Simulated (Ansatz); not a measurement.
Partial pair distribution functions of a relaxed model of amorphous Si₃₀N₄₁B, broadened by 0.06 Å; density 2.92 g/cm³. These are PBE, scalar-relativistic without spin-orbit coupling (plane waves to 420 eV, PAW; Ansatz, a quantum-chemistry and plane-wave program) values and carry that method's errors.

Preparation: random packing, a CHGNet melt and quench, and a DFT relaxation. N atoms were pushed apart under 1.9 Å during the dynamics, to hinder bonds among them. The hot cell started wider than the set density and was brought back towards it in steps. It is the lowest in DFT energy of 2 quenches. It is a model cell: composition and starting density were chosen by hand, and all elements were melted together. No dispersion term was used. Its density started from a set value of 2.92 and ended at 2.92 g/cm³. The simulated quench (nominally 450 K/ps over its main leg) is rapid and tends to freeze in more defects than a deposited or slowly cooled glass has. One small periodic cell is one sample of the glass; other quenches scatter about these values. The volume was held where the preparation left it and the shape relaxed, at a PBE pressure of 0.8 GPa. Stress components on the final sampling reach 0.9 GPa.

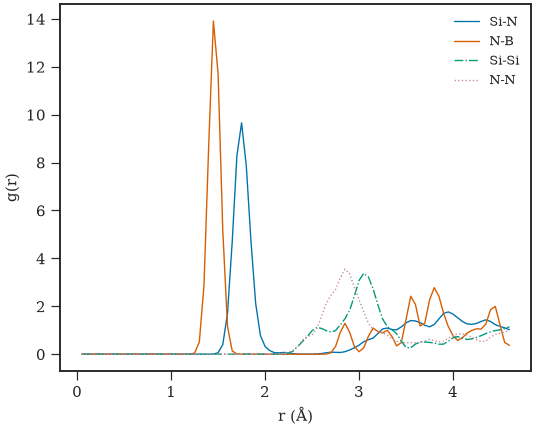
Partial pair distribution functions

Highest peaks under 4.5 Å: Si-N near 1.75 Å, N-B near 1.45 Å, Si-Si near 3.05 Å, N-N near 2.85 Å; pairs of few atoms are noisy.

Within 2.30 Å each Si has 4.03 N neighbours on average.
